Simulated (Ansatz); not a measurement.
## Electronic structure of Cl3FGe···HCl in real space

```json
{"atom": "Ge", "x (Å)": "-0.7014", "y (Å)": "-0.2855", "z (Å)": "0.6870"}
{"atom": "Cl", "x (Å)": "1.7297", "y (Å)": "0.9621", "z (Å)": "-2.3166"}
{"atom": "Cl", "x (Å)": "-1.3526", "y (Å)": "1.6989", "z (Å)": "0.4546"}
{"atom": "Cl", "x (Å)": "-1.2457", "y (Å)": "-1.0678", "z (Å)": "2.5629"}
{"atom": "Cl", "x (Å)": "-1.3491", "y (Å)": "-1.5188", "z (Å)": "-0.8863"}
{"atom": "H", "x (Å)": "1.8975", "y (Å)": "0.4751", "z (Å)": "-1.1416"}
{"atom": "F", "x (Å)": "1.0218", "y (Å)": "-0.2640", "z (Å)": "0.6399"}
```

The product side of a reaction path; geometry: PBE0-D4/def2-TZVP.

Theory: RKS PBE0-D4/def2-TZVPP (Ansatz).

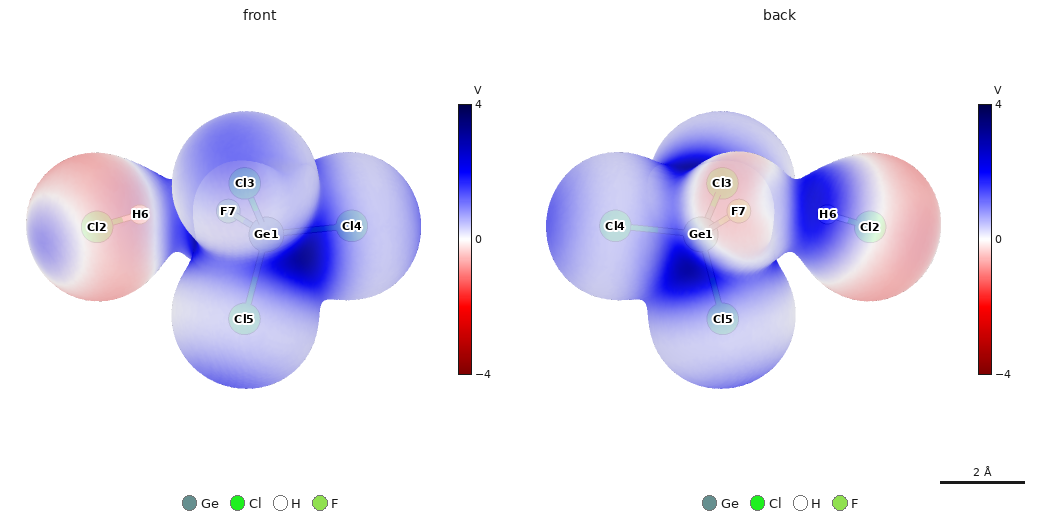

Figure 1. The molecular electrostatic potential painted on the density surface at 0.004 e/bohr³, seen from the front and from behind; the colour scale runs from red (negative) to blue (positive).

Question: Where is the surface potential most negative and most positive?

Answer: The most negative region (about −0.6 V) lies over Cl2, the most positive (about +3.0 V) over Ge1. Cl2 shows a σ-hole: about +0.7 V at the tip opposite its bond, against about −0.5 V on its flanks. Cl3 shows a σ-hole: about +1.1 V at the tip opposite its bond, against about +0.3 V on its flanks. Cl4 shows a σ-hole: about +1.2 V at the tip opposite its bond, against about +0.3 V on its flanks. Cl5 shows a σ-hole: about +1.1 V at the tip opposite its bond, against about +0.3 V on its flanks.

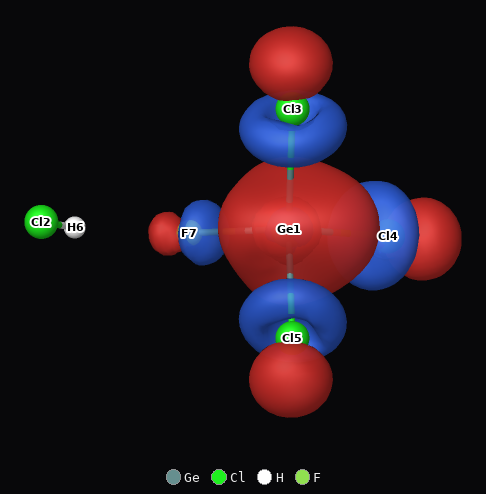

Figure 2. The LUMO at ±0.15 Å⁻³ᐟ² (blue and red are the two phases), seen at a tilt.

Question: Where does this orbital lie, and at what energy?

Answer: It lies mainly on Ge1 (about 35 %), Cl4 (about 20 %), Cl3 (about 20 %), Cl5 (about 20 %) and F7 (about 5 %). Its energy is −2.22 eV.

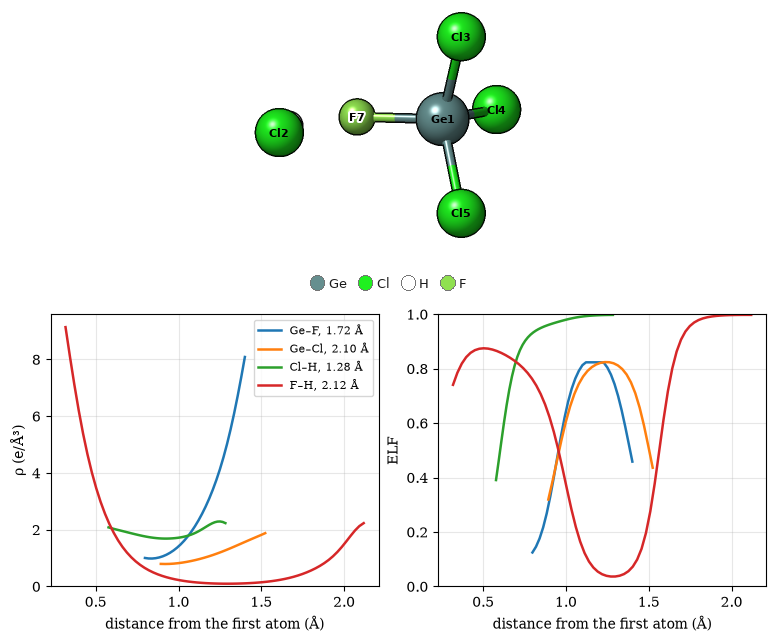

Figure 3. Total electron density and ELF along straight lines between neighbouring atoms. The curves leave out the atomic cores. The structure is drawn too.

Question: What can be read from the curves?

Answer: Ge–F (1.72 Å): ρ at the midpoint is about 1 e/Å³; the ELF peaks at about 0.80 in the valence shell of F, 0.6 Å from its nucleus, and is about 0.20 at the midpoint.
Ge–Cl (2.10 Å): ρ at the midpoint is about 0.87 e/Å³; the ELF peaks at about 0.80 in the valence shell of Cl, 0.9 Å from its nucleus, and is about 0.70 at the midpoint.
Cl–H (1.28 Å): the density is about 2 e/Å³ at the midpoint; the ELF climbs to about 1 towards the hydrogen, as it does in any bond to H.
F7···H6 (2.12 Å): the density falls to about 0.1 e/Å³ on the way; the ELF dips to about 0.05 between them.
